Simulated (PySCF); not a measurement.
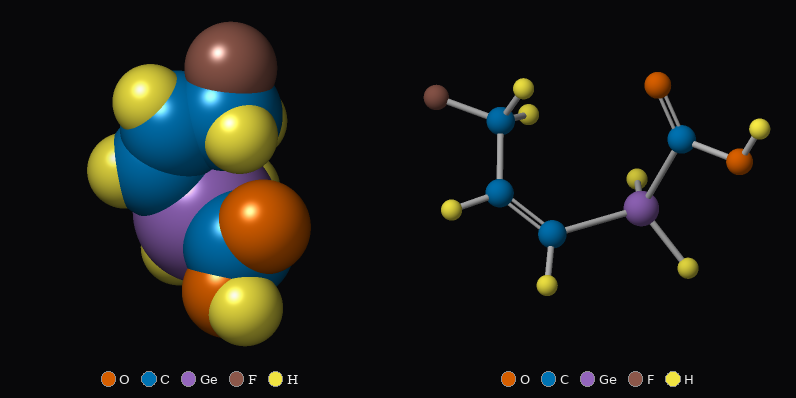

Two views of one molecule.

Computed geometry: GFN2-xTB optimisation. No frequency run is at hand to confirm it as a minimum.

Description:

It has 15 atoms: 4 carbon, 7 hydrogen, 1 fluorine, 1 germanium and 2 oxygen (C4H7FGeO2). As SMILES it reads `O=[C](O)[GeH2]/[CH]=C\CF`. Among its groups: carboxylic acid, alkene, C–F bond. This geometry has C1 symmetry. Coordination: 3 C trigonal planar; 1 O bent; 1 Ge tetrahedral; 1 C tetrahedral.

More results for the same structure follow; atom numbers are the same in all pictures, views and colours differ.

Dipole moment

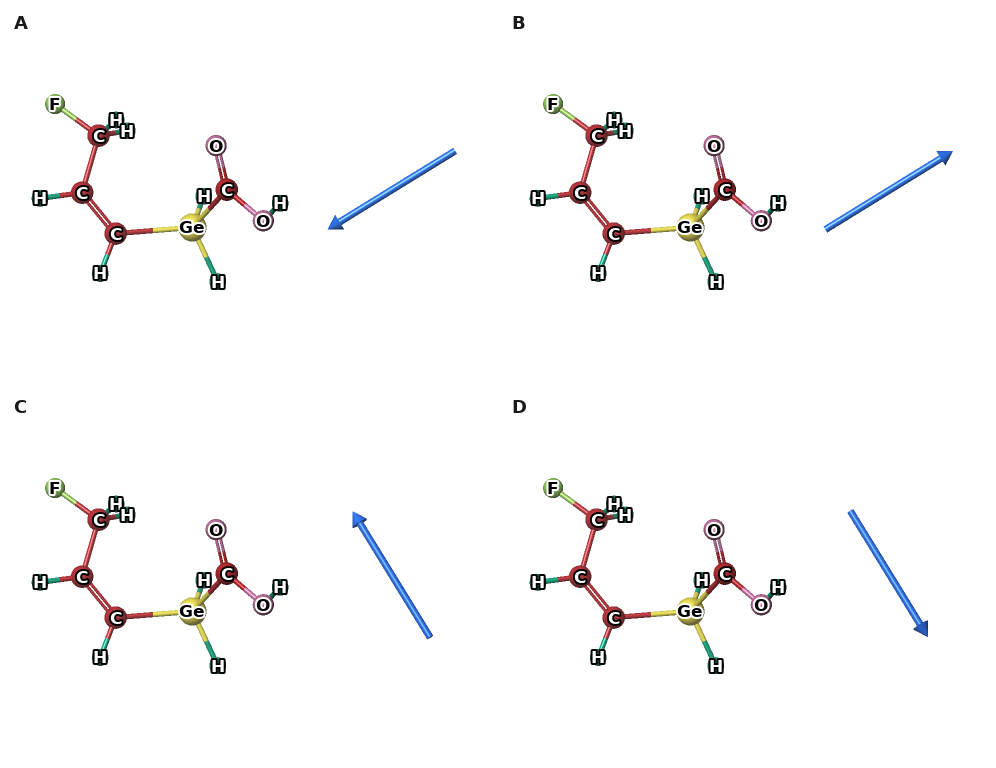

The same molecule four times, each with an arrow. No frequency run is at hand to confirm it as a minimum. Method: B3LYP/def2-SVPD, gas phase (PySCF 2.14.0).

Which arrow points along the dipole moment, from the negative to the positive end?

Answer. D. The dipole moment is 2.84 D.

Excitation

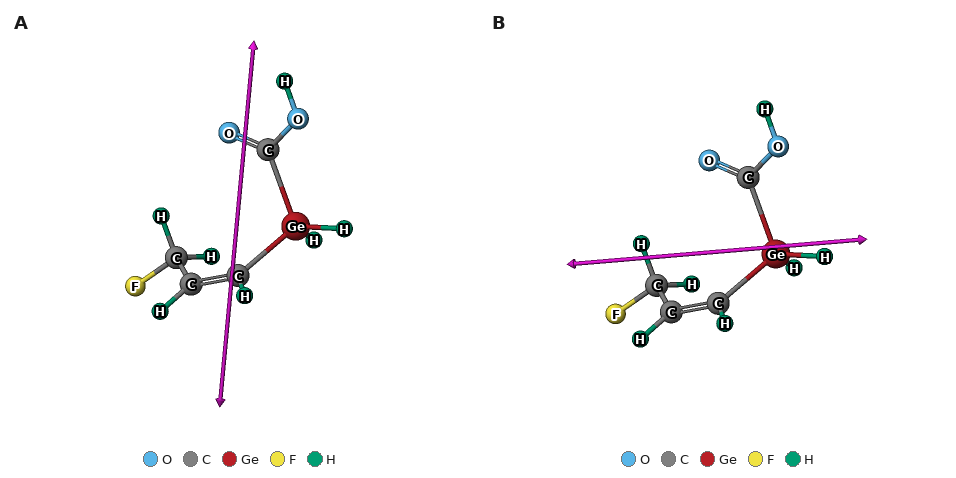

The double arrows show the directions of two transition dipoles from the ground state (lengths mean nothing). No frequency run is at hand to confirm it as a minimum. Method: TDDFT B3LYP/def2-SVPD, vertical, gas phase, core orbitals frozen in the response (PySCF 2.14.0).

One belongs to singlet state 6 and one to singlet state 7. Which is which?

Answer. A: state 7, 7.06 eV (176 nm), oscillator strength 0.044, mainly HOMO → LUMO+3 (weight 0.69).
B: state 6, 6.75 eV (184 nm), oscillator strength 0.14, of mixed character, with the largest part HOMO−1 → LUMO+1 (weight 0.47).

Polarisability

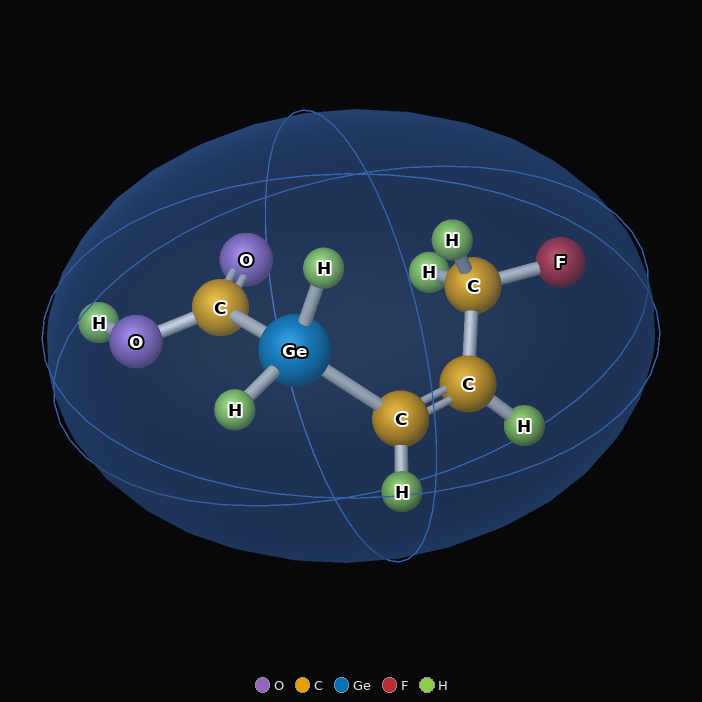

The ellipsoid shows the static dipole polarisability: its half-axes are proportional to the principal values. No frequency run is at hand to confirm it as a minimum. Level of theory: B3LYP/def2-SVPD (PySCF 2.14.0).

How large and how anisotropic is the polarisability?

Answer. Principal values 69.9, 86.8, 105.8 bohr³; mean 87.5 bohr³ (12.97 Å³); anisotropy 31.1 bohr³, so the longest axis is 1.51 times the shortest.

The geometry is semi-empirical. Around Ge such bond lengths and angles can be off by a tenth of an ångström or more and by several degrees, and values that hang on the shape move with them.
